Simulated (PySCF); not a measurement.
Molecule: SMILES F[Si](F)(F)C#C[Si](Cl)(Cl)Cl (C2Cl3F3Si2), singlet. Atoms near the plane z = 1.0 Å, at the PBE0/def2-SVP optimised geometry (x, y, z in Å): Si1 (-2.5, 0.2, 0.0), F2 (-3.0, -0.5, 1.3), F4 (-3.0, 1.7, 0.0), C5 (-0.7, 0.2, 0.0), C6 (0.6, 0.2, 0.0), Si7 (2.4, 0.2, 0.0), Cl8 (3.0, 1.2, 1.7), Cl9 (3.0, -1.7, 0.0).

Computed with PBE0/def2-TZVP run with PySCF. Cells within 0.4 Å of a nucleus heavier than hydrogen are left out (blank, or x). The values are rescaled to run from 0 to 1.

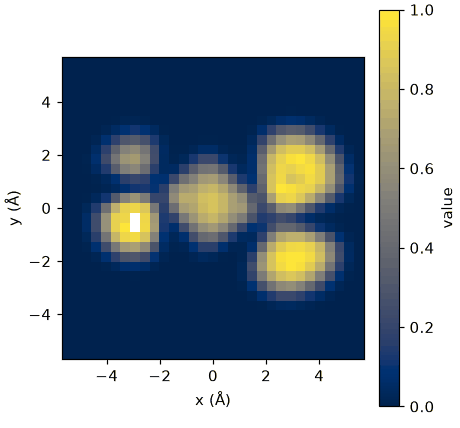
*a field on the plane z = 1.0 Å.*

**Question.** Which quantity is mapped?
(A) electrostatic potential
(B) Laplacian of the electron density
(C) electron localisation function
(D) deformation density (molecule minus spherical neutral atoms)

**Answer.** C, electron localisation function
